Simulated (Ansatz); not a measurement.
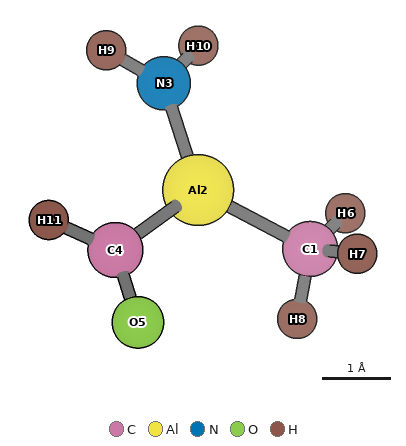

Fig. 1: The structure as given in the input (ball-and-stick view, seen at a tilt; atoms are numbered from 1 in the order of the input). Sticks mark near contacts.

**Phonon calculation, with input and output: C2H6AlNO**

- system: C2H6AlNO, SMILES [CH3][Al]([NH2])[CH]=O
- method: RKS PBE0-D4/def2-SVP (Ansatz 0.2.0)

It belongs to a series of runs on one base structure; here: vibrations at the highest image of the band. Figures and captions count atoms from 1; the log counts them from 0 in places.

**The program's output**
```
Engine: ansatz 0.2.0, aarch64-unknown-linux-gnu
Functional definition: PBE0
  parameter a = 0.25
  parameter kappa = 0.804
  parameter beta = 0.06672455060314922
  exchange = (1 - a)*pbe_x(kappa = kappa, mu = beta*pi^2/3) + a*exact_x
  correlation = pbe_c(beta = beta)
1123 factors; integrals over basis functions are off by at most 3.8e-4 eV
mean field evaluation 1: about -12278.2774 eV, gradient 7.4e1 eV
mean field evaluation 2: about -12262.8563 eV, gradient 1.1e2 eV
mean field evaluation 4: about -12290.0403 eV, gradient 6.5e0 eV
mean field evaluation 8: about -12290.1502 eV, gradient 5.2e-1 eV
mean field evaluation 16: about -12290.1508 eV, gradient 9.4e-6 eV
mean field -12290.15082941 eV, -451.6547124173 hartree, gradient 9.8e-6 eV, S^2 0.000000; 0 other end points of the search recorded, 0 dependent functions left out
the calculation of the forces begins
reference -12290.15085804 eV, -451.6547134694 hartree; 23, 23 occupied and 81, 81 virtual orbitals, 1123 factors
these checks for a lower state are left out or cut short: stability, starts, cluster_reference, orbital_swaps, neighbouring_geometries, increment
1123 factors; integrals over basis functions are off by at most 3.8e-4 eV
mean field -12290.15069980 eV, -451.6547076542 hartree, gradient 2.6e-6 eV, S^2 0.000000; 0 other end points of the search recorded, 0 dependent functions left out
[... from here on the field's lines of each further geometry are left out, up to the last ...]
the calculation of the forces begins
reference -12290.15082415 eV, -451.6547122240 hartree; 23, 23 occupied and 81, 81 virtual orbitals, 1123 factors
these checks for a lower state are left out or cut short: stability, starts, cluster_reference, orbital_swaps, neighbouring_geometries, increment
1123 factors; integrals over basis functions are off by at most 3.8e-4 eV
mean field -12290.15081322 eV, -451.6547118226 hartree, gradient 1.8e-6 eV, S^2 0.000000; 0 other end points of the search recorded, 0 dependent functions left out
the calculation of the forces begins
reference -12290.15084186 eV, -451.6547128748 hartree; 23, 23 occupied and 81, 81 virtual orbitals, 1123 factors
WARN: phonons: modes at or below zero, which the zero-point energy, F, S and C_V leave out: 1, the lowest at -15.32 cm⁻¹. A minimum has none, and a first-order saddle one
Total energy: -12290.31044291 eV, -451.6605781054 hartree
Atom 0 at    -1.193497     1.182886     0.549096 Å, force     0.009246    -0.009013    -0.001962 eV/Å
Atom 1 at     0.149819    -0.131156     0.039350 Å, force    -0.001283     0.001029     0.000432 eV/Å
Atom 2 at     1.269184    -0.866559     1.203352 Å, force    -0.002879    -0.000823     0.002509 eV/Å
Atom 3 at     0.323396    -0.710661    -1.890324 Å, force     0.000746     0.001659    -0.000659 eV/Å
Atom 4 at    -0.413515    -0.206573    -2.713633 Å, force    -0.001115    -0.002018     0.000850 eV/Å
Atom 5 at    -1.260170     1.329711     1.638382 Å, force    -0.001379     0.002716     0.001947 eV/Å
Atom 6 at    -0.971532     2.161132     0.090596 Å, force    -0.001155     0.003822    -0.001020 eV/Å
Atom 7 at    -2.189940     0.886297     0.182577 Å, force    -0.003887     0.001034     0.000038 eV/Å
Atom 8 at     1.984397    -1.548843     0.975560 Å, force    -0.000227     0.000392    -0.000785 eV/Å
Atom 9 at     1.295721    -0.671758     2.198714 Å, force     0.001055    -0.000140    -0.001110 eV/Å
Atom 10 at     1.071535    -1.481576    -2.253168 Å, force     0.000877     0.001341    -0.000241 eV/Å
Dipole moment:     0.323336    -0.165531     0.588210 e Å
Vibrations: -15.32 55.96 86.71 170.17 184.40 298.96 386.27 473.66 535.31 595.81 639.40 666.29 752.00 794.79 847.24 1211.14 1392.95 1418.63 1420.27 1533.02 1776.13 2753.33 3050.42 3146.38 3160.81 3609.23 3699.92 cm⁻¹, zero-point energy 2.148597 eV
```

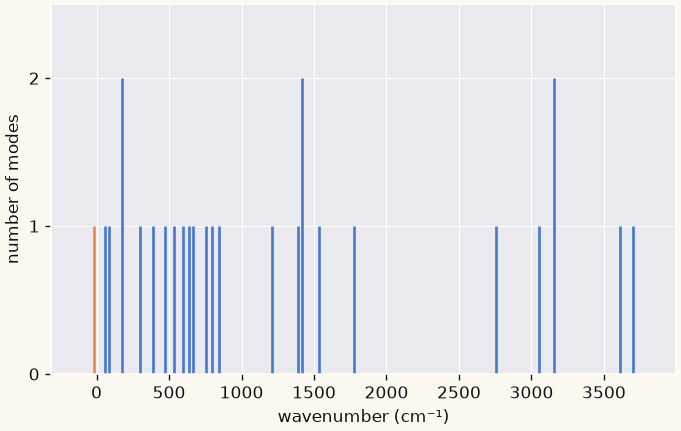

Fig. 2: Harmonic vibrational wavenumbers from the force constants; neighbouring modes closer than 17 cm⁻¹ are counted in one stick, and imaginary ones are drawn at negative wavenumbers. 27 modes from 15i to 3700 cm⁻¹, 1 imaginary beyond 8i (15i cm⁻¹): not a clean minimum; so soft a mode can be a shallow saddle, an incomplete relaxation or noise of the force constants.

The run was set up as follows.

**Input file**
```yaml
crystal:
  periodic: [false, false, false]
  atoms:
    - { symbol: C, position_ang: [-1.193497, 1.182886, 0.549096] }
    - { symbol: Al, position_ang: [0.149819, -0.131156, 0.03935] }
    - { symbol: "N", position_ang: [1.269184, -0.866559, 1.203352] }
    - { symbol: C, position_ang: [0.323396, -0.710661, -1.890324] }
    - { symbol: O, position_ang: [-0.413515, -0.206573, -2.713633] }
    - { symbol: H, position_ang: [-1.26017, 1.329711, 1.638382] }
    - { symbol: H, position_ang: [-0.971532, 2.161132, 0.090596] }
    - { symbol: H, position_ang: [-2.18994, 0.886297, 0.182577] }
    - { symbol: H, position_ang: [1.984397, -1.548843, 0.97556] }
    - { symbol: H, position_ang: [1.295721, -0.671758, 2.198714] }
    - { symbol: H, position_ang: [1.071535, -1.481576, -2.253168] }
basis:
  gaussian: { orbitals: def2-SVP }
hamiltonian:
  xc: pbe0
  dispersion: d4
phonons: {}
```

Run as:
```bash
ansatz run input.yaml --threads 2 --pin off --max-ram 3072MiB --backend cpu --events-out ev --progress --plain --runs-dir out
```

**Summary**

| quantity | value |
| --- | --- |
| outcome | converged |
| total energy | −12290.3104 eV |
| mean-field energy | −12290.1509 eV |
| largest force (length of the vector) | 0.013 eV/Å |
| hardware | 2 threads of Arm Neoverse V2, 128 GiB of memory available, shared host |
| wall time | 1.8 min (CPU time 3.6 min) |
| peak memory | 0.21 GiB |
